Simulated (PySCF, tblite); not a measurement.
# C5H12Si2: a rotation path, then NMR shifts on frames, part 2 of 2

tblite 0.8.0 and PySCF 2.14.0. Atoms count from 0.

### Step 5. Shielding tensors: image 3, PBE0/pcSseg-1

What the job is given:

```
{"job": {"kind": "nmr", "xc": "PBE0", "basis": "pcSseg-1", "pop": false}, "charge": 0, "multiplicity": 1}
C     -1.027000     2.346900     0.598300
C     -0.389900     1.650100    -0.325100
C     -0.853200     0.323400    -0.830900
C     -0.182700    -0.889000    -0.223000
Si    -1.213600    -2.471400    -0.385300
C      1.021800    -0.911000     0.353000
Si     2.331400     0.415400     0.623700
H     -1.947700     2.000300     1.039800
H     -0.655500     3.292500     0.955600
H      0.518800     2.038300    -0.762400
H     -0.698100     0.268400    -1.914200
H     -1.929200     0.231800    -0.654200
H     -2.488100    -2.288500     0.316300
H     -0.484600    -3.602400     0.186800
H     -1.493200    -2.719900    -1.803700
H      1.339800    -1.883100     0.719800
H      3.469600    -0.247300     1.270300
H      1.873600     1.503000     1.489000
H      2.797900     0.951800    -0.661100
```

Level: GIAO PBE0/pcSseg-1 NMR shielding, non-relativistic, gas phase.

Output:

```text
coarse grid: 16120 points
cycle   1  E = -776.0475493203  dE =  4.625e-01  |g| = 3.853e-01  |ddm| = 3.889e+00
cycle   2  E = -776.0401595332  dE =  7.390e-03  |g| = 4.185e-01  |ddm| = 8.000e-01
cycle   3  E = -776.0877306698  dE = -4.757e-02  |g| = 5.066e-02  |ddm| = 4.918e-01
cycle   4  E = -776.0881770690  dE = -4.464e-04  |g| = 3.200e-02  |ddm| = 8.369e-02
cycle   5  E = -776.0884341138  dE = -2.570e-04  |g| = 8.890e-03  |ddm| = 3.569e-02
cycle   6  E = -776.0884524926  dE = -1.838e-05  |g| = 2.655e-03  |ddm| = 1.043e-02
cycle   7  E = -776.0884542422  dE = -1.750e-06  |g| = 5.060e-04  |ddm| = 2.704e-03
final grid: 144360 points
cycle   8  E = -776.1295201019  dE = -3.021e-05  |g| = 6.571e-03  |ddm| = 3.184e-02
cycle   9  E = -776.1295170199  dE =  3.082e-06  |g| = 7.314e-03  |ddm| = 1.371e-02
cycle  10  E = -776.1295317176  dE = -1.470e-05  |g| = 5.705e-04  |ddm| = 7.857e-03
cycle  11  E = -776.1295317861  dE = -6.846e-08  |g| = 2.391e-04  |ddm| = 8.681e-04
cycle  12  E = -776.1295318002  dE = -1.414e-08  |g| = 6.599e-05  |ddm| = 2.340e-04
cycle  13  E = -776.1295318011  dE = -9.275e-10  |g| = 2.618e-05  |ddm| = 7.522e-05
converged SCF energy = -776.1295318011

GIAO shielding tensors (ppm)
atom      isotropic    diamagn.    paramagn.     s11        s22        s33       span
  0 C       57.193     254.952    -197.760    -57.549     71.197    157.930    215.478
  1 C       41.471     259.037    -217.566    -81.696     44.541    161.568    243.265
  2 C      140.275     249.751    -109.476    127.162    131.248    162.414     35.252
  3 C       14.749     261.111    -246.362    -97.377    -18.547    160.171    257.549
  4 Si     410.440     881.184    -470.744    342.987    416.960    471.375    128.388
  5 C       46.610     257.915    -211.305    -67.057     42.372    164.515    231.573
  6 Si     437.645     880.909    -443.265    406.786    441.139    465.009     58.224
  7 H       26.051      32.360      -6.308     22.519     25.406     30.229      7.710
  8 H       26.150      30.025      -3.875     22.902     25.498     30.049      7.147
  9 H       25.090      33.557      -8.467     22.474     25.270     27.526      5.053
 10 H       28.439      31.300      -2.861     25.370     27.699     32.250      6.880
 11 H       28.515      33.362      -4.847     24.012     30.265     31.267      7.255
 12 H       27.464      29.636      -2.172     24.324     26.280     31.788      7.464
 13 H       27.708      29.421      -1.713     24.352     26.491     32.281      7.929
 14 H       27.402      29.087      -1.685     24.473     26.007     31.725      7.251
 15 H       24.980      32.563      -7.583     22.442     23.245     29.252      6.809
 16 H       27.706      29.285      -1.579     24.223     25.891     33.004      8.781
 17 H       27.094      30.423      -3.328     22.745     27.827     30.711      7.966
 18 H       27.527      30.149      -2.622     24.501     26.300     31.780      7.279
```

Wall time 66 s (1 thread, shared host).

This run: δ C3 172.2, C1 145.5, C5 140.3, C0 129.7, H15 6.74, H9 6.63 ppm.

### Step 6. NMR shieldings: image 5, PBE0/pcSseg-1

What the job is given:

```
{"job": {"kind": "nmr", "xc": "PBE0", "basis": "pcSseg-1", "pop": false}, "charge": 0, "multiplicity": 1}
C     -0.440000     2.562000     0.201400
C     -0.401400     1.527700    -0.619400
C     -1.139700     0.249900    -0.402900
C     -0.258800    -0.959000    -0.187400
Si    -1.059700    -2.598300    -0.694300
C      0.963000    -0.916500     0.349800
Si     2.008400     0.510600     1.003200
H     -1.022800     2.541400     1.107900
H      0.116300     3.464200     0.013400
H      0.186400     1.568900    -1.526900
H     -1.773800     0.059200    -1.276000
H     -1.802200     0.344300     0.463500
H     -2.317100    -2.766000     0.041700
H     -0.154600    -3.708700    -0.402000
H     -1.362900    -2.549800    -2.128800
H      1.456900    -1.877800     0.458300
H      3.206000    -0.105400     1.589400
H      1.326200     1.254500     2.063700
H      2.460000     1.408000    -0.062100
```

With the program's defaults for keys left out, this is: GIAO PBE0/pcSseg-1 NMR shielding, non-relativistic, gas phase.

Output:

```text
coarse grid: 16120 points
cycle   1  E = -776.0510483630  dE =  4.685e-01  |g| = 3.792e-01  |ddm| = 3.881e+00
cycle   2  E = -776.0442097935  dE =  6.839e-03  |g| = 4.106e-01  |ddm| = 7.791e-01
cycle   3  E = -776.0898165305  dE = -4.561e-02  |g| = 5.223e-02  |ddm| = 4.807e-01
cycle   4  E = -776.0902998705  dE = -4.833e-04  |g| = 3.224e-02  |ddm| = 8.431e-02
cycle   5  E = -776.0905611369  dE = -2.613e-04  |g| = 8.640e-03  |ddm| = 3.558e-02
cycle   6  E = -776.0905783169  dE = -1.718e-05  |g| = 2.696e-03  |ddm| = 1.026e-02
cycle   7  E = -776.0905801057  dE = -1.789e-06  |g| = 5.917e-04  |ddm| = 2.827e-03
final grid: 144360 points
cycle   8  E = -776.1314813370  dE = -3.228e-05  |g| = 6.762e-03  |ddm| = 3.185e-02
cycle   9  E = -776.1314779146  dE =  3.422e-06  |g| = 7.584e-03  |ddm| = 1.434e-02
cycle  10  E = -776.1314937285  dE = -1.581e-05  |g| = 5.055e-04  |ddm| = 8.053e-03
cycle  11  E = -776.1314937829  dE = -5.450e-08  |g| = 1.802e-04  |ddm| = 7.704e-04
cycle  12  E = -776.1314937913  dE = -8.319e-09  |g| = 4.302e-05  |ddm| = 2.239e-04
cycle  13  E = -776.1314937916  dE = -3.756e-10  |g| = 2.218e-05  |ddm| = 6.039e-05
converged SCF energy = -776.1314937916

GIAO shielding tensors (ppm)
atom      isotropic    diamagn.    paramagn.     s11        s22        s33       span
  0 C       52.515     255.549    -203.034    -67.569     66.843    158.273    225.842
  1 C       39.217     259.008    -219.791    -84.462     41.242    160.869    245.331
  2 C      139.885     249.362    -109.476    124.307    134.070    161.280     36.973
  3 C       20.034     260.717    -240.682    -96.048     -6.488    162.639    258.687
  4 Si     412.279     880.996    -468.717    346.890    418.478    471.468    124.578
  5 C       43.443     258.114    -214.671    -72.091     40.646    161.773    233.864
  6 Si     436.060     880.440    -444.380    412.778    441.820    453.582     40.804
  7 H       25.784      32.290      -6.506     21.333     26.342     29.676      8.344
  8 H       26.014      30.074      -4.060     22.411     25.982     29.650      7.239
  9 H       25.268      33.684      -8.416     21.984     25.994     27.826      5.842
 10 H       28.434      31.944      -3.510     24.078     28.925     32.299      8.221
 11 H       28.503      32.566      -4.063     25.698     28.222     31.590      5.891
 12 H       27.446      29.013      -1.567     24.383     26.127     31.828      7.445
 13 H       27.734      29.186      -1.452     24.517     26.418     32.267      7.751
 14 H       27.498      29.243      -1.745     24.489     26.147     31.858      7.369
 15 H       24.941      32.443      -7.502     22.774     23.016     29.034      6.260
 16 H       27.771      29.361      -1.590     24.421     25.736     33.156      8.735
 17 H       27.253      30.542      -3.289     23.280     27.733     30.747      7.467
 18 H       27.184      30.354      -3.170     23.418     27.396     30.738      7.321
```

Run time: 67 s. Hardware: 1 thread, shared host.

In short: δ C3 166.9, C1 147.7, C5 143.5, C0 134.4, H15 6.78, H9 6.45 ppm.

### Step 7. Nuclear shieldings: image 8, PBE0/pcSseg-1

What the job is given:

```
{"job": {"kind": "nmr", "xc": "PBE0", "basis": "pcSseg-1", "pop": false}, "charge": 0, "multiplicity": 1}
C     -0.415700     2.494700    -0.815700
C     -0.887700     1.266300    -0.909300
C     -1.024900     0.323800     0.245700
C     -0.160100    -0.889000     0.014500
Si    -0.882200    -2.234700    -1.100400
C      1.053000    -0.990200     0.562600
Si     1.907600     0.240500     1.702800
H     -0.106600     2.911900     0.128700
H     -0.324000     3.138900    -1.674000
H     -1.191500     0.868000    -1.868700
H     -2.071300     0.013400     0.327900
H     -0.735400     0.832300     1.167200
H     -2.149900    -2.689100    -0.517600
H      0.059200    -3.350400    -1.188900
H     -1.149000    -1.705600    -2.441600
H      1.627200    -1.880300     0.327700
H      3.175300    -0.351600     2.137800
H      1.089100     0.511300     2.891400
H      2.176900     1.498900     1.002300
```

Level: GIAO PBE0/pcSseg-1 NMR shielding, non-relativistic, gas phase.

Output:

```text
coarse grid: 16120 points
cycle   1  E = -776.0513835468  dE =  4.635e-01  |g| = 3.871e-01  |ddm| = 3.854e+00
cycle   2  E = -776.0457687859  dE =  5.615e-03  |g| = 4.132e-01  |ddm| = 7.692e-01
cycle   3  E = -776.0919743644  dE = -4.621e-02  |g| = 4.565e-02  |ddm| = 4.570e-01
cycle   4  E = -776.0923557681  dE = -3.814e-04  |g| = 2.818e-02  |ddm| = 7.682e-02
cycle   5  E = -776.0925525622  dE = -1.968e-04  |g| = 9.458e-03  |ddm| = 3.281e-02
cycle   6  E = -776.0925735313  dE = -2.097e-05  |g| = 2.902e-03  |ddm| = 1.081e-02
cycle   7  E = -776.0925756555  dE = -2.124e-06  |g| = 4.107e-04  |ddm| = 2.795e-03
final grid: 144360 points
cycle   8  E = -776.1335353732  dE = -3.310e-05  |g| = 6.475e-03  |ddm| = 3.157e-02
cycle   9  E = -776.1335313923  dE =  3.981e-06  |g| = 7.466e-03  |ddm| = 1.395e-02
cycle  10  E = -776.1335467319  dE = -1.534e-05  |g| = 9.503e-04  |ddm| = 8.013e-03
cycle  11  E = -776.1335469350  dE = -2.031e-07  |g| = 3.300e-04  |ddm| = 1.064e-03
cycle  12  E = -776.1335469609  dE = -2.585e-08  |g| = 9.454e-05  |ddm| = 3.506e-04
cycle  13  E = -776.1335469632  dE = -2.289e-09  |g| = 2.377e-05  |ddm| = 1.158e-04
cycle  14  E = -776.1335469633  dE = -1.394e-10  |g| = 5.888e-06  |ddm| = 3.052e-05
converged SCF energy = -776.1335469633

GIAO shielding tensors (ppm)
atom      isotropic    diamagn.    paramagn.     s11        s22        s33       span
  0 C       64.770     254.375    -189.605    -43.084     80.653    156.741    199.825
  1 C       43.878     259.302    -215.424    -77.612     49.139    160.108    237.720
  2 C      137.562     249.093    -111.530    120.192    144.127    148.367     28.174
  3 C       18.781     262.342    -243.560   -100.313    -10.826    167.483    267.797
  4 Si     416.926     881.457    -464.531    355.059    425.929    469.788    114.729
  5 C       43.027     257.950    -214.923    -70.504     43.102    156.482    226.986
  6 Si     442.713     881.229    -438.516    421.059    438.572    468.506     47.447
  7 H       26.343      32.546      -6.203     22.827     26.182     30.019      7.191
  8 H       26.374      29.439      -3.066     23.765     25.282     30.075      6.310
  9 H       25.490      32.885      -7.396     22.833     24.352     29.284      6.451
 10 H       28.458      32.177      -3.719     25.276     27.845     32.253      6.977
 11 H       28.657      34.920      -6.263     26.291     28.924     30.756      4.466
 12 H       27.442      29.433      -1.990     24.454     25.885     31.988      7.534
 13 H       27.681      29.615      -1.933     24.327     26.437     32.280      7.954
 14 H       27.201      29.816      -2.615     23.674     26.523     31.407      7.733
 15 H       25.007      32.731      -7.724     22.695     23.267     29.060      6.366
 16 H       27.783      29.191      -1.408     24.470     25.901     32.980      8.510
 17 H       27.399      30.028      -2.629     24.194     26.279     31.723      7.529
 18 H       27.453      30.622      -3.169     23.539     27.303     31.516      7.977
```

Wall time 72 s (1 thread, shared host).

This run: δ C3 168.1, C5 143.9, C1 143.0, C0 122.2, H15 6.71, H9 6.23 ppm.

### Step 8. Side by side: NMR shifts

Shifts (ppm) of some atoms, chosen among heavy atoms and hydrogens apart, with basis size and wall time:

```tsv
frame	C3	C1	C0	H9	H7	Si4	Si6	functions	time
image 0	169.1	144.5	124.6	5.95	5.46	-70.7	-92.8	193	68 s
image 1	171.3	143.2	121.3	6.57	5.33	-66.9	-91.7	193	71 s
image 3	172.2	145.5	129.7	6.63	5.67	-61.3	-88.5	193	66 s
image 5	166.9	147.7	134.4	6.45	5.93	-63.1	-86.9	193	67 s
image 8	168.1	143.0	122.2	6.23	5.37	-67.8	-93.6	193	72 s
```

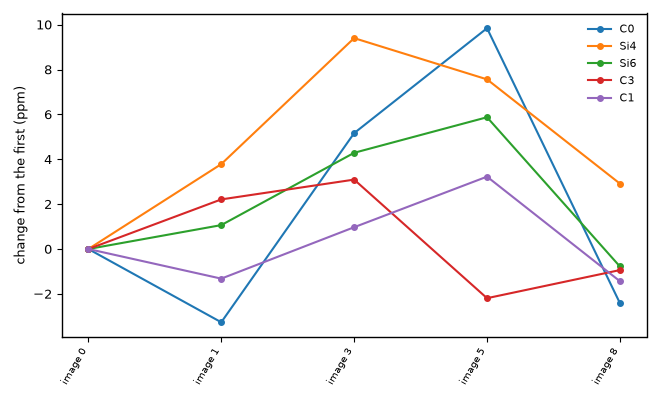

How five of the tabulated atoms move from run to run.

### Step 9. Results

This closing draws on all 2 parts.

| quantity | value |
| --- | --- |
| barrier | 0.159 eV (3.7 kcal/mol) at image 3 |
| end to end (GFN2-xTB) | 0.009 eV |
| 13C shifts against TMS (PBE0/pcSseg-1, image 0) | 169.1, 144.5, 141.6, 124.6, 49.6 ppm |
| 1H shifts against TMS (PBE0/pcSseg-1, image 0) | 6.62, 5.95, 5.46, 5.43, 4.50, 4.36, 4.27, 4.14, 3.99, 3.88, 3.32, 3.00 ppm |
| 29Si shifts against TMS (PBE0/pcSseg-1, image 0) | -70.7, -92.8 ppm |
| range of the shift of C0 | 121.3 to 134.4 ppm |

**Reading.** Along the band the dihedral turns by 200°, and the top (dihedral 158°) lies 3.7 kcal/mol above the start (GFN2-xTB, rough), so at room temperature this motion is fast. Ends this close can change order at a higher level. The top was not checked by a frequency run. Shifts at one fixed geometry are not the observed spectrum, which averages over the motion. In the first frame run (image 0): The widest tensor belongs to C3: span 273 ppm, with a paramagnetic part of -245 ppm. In ppm, C0 moves most: its shift spreads over 13.1 ppm, from 121.3 (image 1) to 134.4 (image 5).
